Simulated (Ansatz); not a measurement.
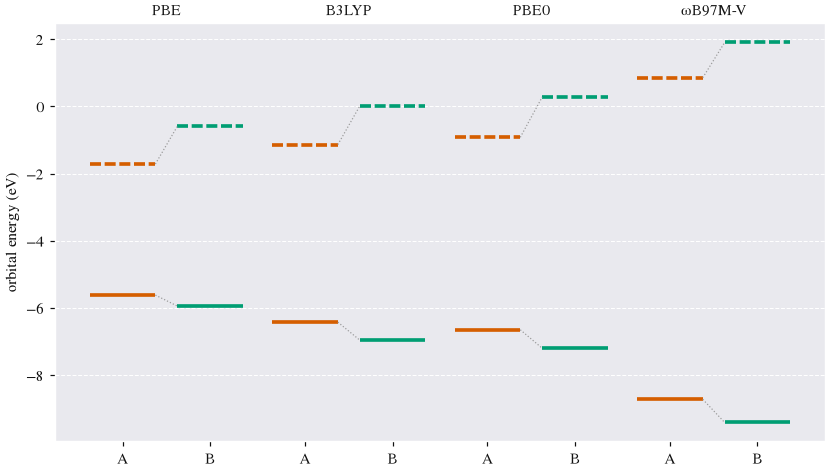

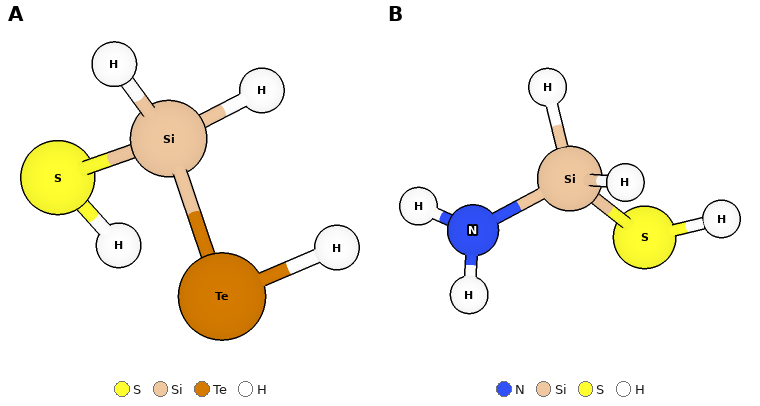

One change: A, SiH₄TeS (SMILES S[SiH2][TeH]), becomes B, SiNH₅S (SMILES N[SiH2]S). TeH on Si is replaced by NH₂. HOMO (solid) and LUMO (dashed) computed in def2-TZVPP at PBE0-D4/def2-TZVP geometries, both minima by their frequencies, gas phase, the Ansatz code 0.2.0. Empty levels above zero depend strongly on the basis.

### What does the change do to HOMO and LUMO?

PBE: the HOMO falls by 0.33 eV, the LUMO rises by 1.12 eV, and the separation goes from 3.90 to 5.34 eV. B3LYP: the HOMO falls by 0.53 eV, the LUMO rises by 1.15 eV, and the separation goes from 5.28 to 6.96 eV. PBE0: the HOMO falls by 0.55 eV, the LUMO rises by 1.20 eV, and the separation goes from 5.73 to 7.47 eV. ωB97M-V: the HOMO falls by 0.69 eV, the LUMO rises by 1.05 eV, and the separation goes from 9.57 to 11.31 eV.

### Do the functionals agree on the effect?

They agree on the direction for both levels; the HOMO shift lies between −0.69 and −0.33 eV and the LUMO shift between 1.05 and 1.20 eV, while the separations themselves differ by up to 6.0 eV between functionals.

Known limits of this run: core potentials past krypton; spin-orbit coupling is left out, and with Te it can shift these values.
